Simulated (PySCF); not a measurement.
```xyz
20

C     2.9722    1.2360   -0.3224
C     1.8244    1.2254   -0.9829
Si    0.7704   -0.3103   -1.2770
Si   -0.7540   -0.6049    0.4852
C    -2.1292   -1.9019    0.1827
P    -0.1669   -0.8141    2.6517
O    -1.6756    0.8309    0.6681
C    -1.7485    1.7438   -0.2441
O    -1.1498    1.7517   -1.2851
H     3.4079    0.3325    0.0749
H     3.5382    2.1403   -0.1539
H     1.4356    2.1624   -1.3609
H     0.1498   -0.2821   -2.6015
H     1.6870   -1.4719   -1.2479
H    -2.8774   -1.8655    0.9720
H    -2.6360   -1.7341   -0.7641
H    -1.7167   -2.9058    0.1645
H     0.5051   -2.0059    2.4447
H     1.0003   -0.0712    2.5498
H    -2.4418    2.5556    0.0432
```

Geometry: GFN2-xTB.

Theory: PySCF, PBE0/pcSseg-1, SCF density, gas phase, non-relativistic.

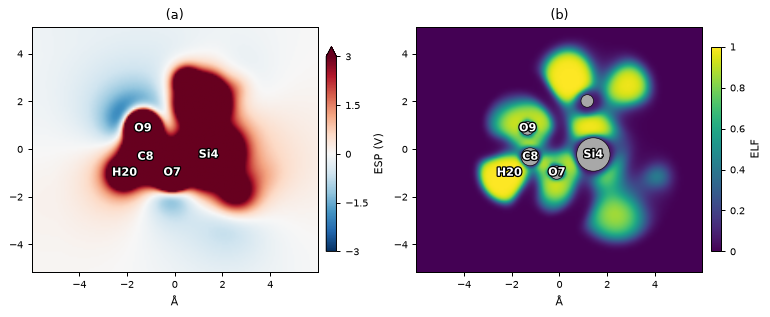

C₄H₁₁O₂PSi₂. (a) molecular electrostatic potential; (b) ELF on the plane of atoms Si4, O7 and C8. Grey discs cover the atomic cores in the ELF map.

> Interpret the plot.

The section cuts through Si, O, C and H sites. C–O (1.20 Å): the ELF peaks at about 0.85 between the atoms (a multiple bond). Si–O (1.72 Å): the ELF peaks at about 0.90 between the atoms; a polar covalent bond. C–H (1.11 Å): the ELF climbs to about 1 towards the hydrogen, as it does in any bond to H: a covalent bond by its length. The ELF also peaks beside O7 and O9, away from the bonds: lone-pair regions. Outside the dense part of the molecule the potential is most negative (−1.9 V) near O9.
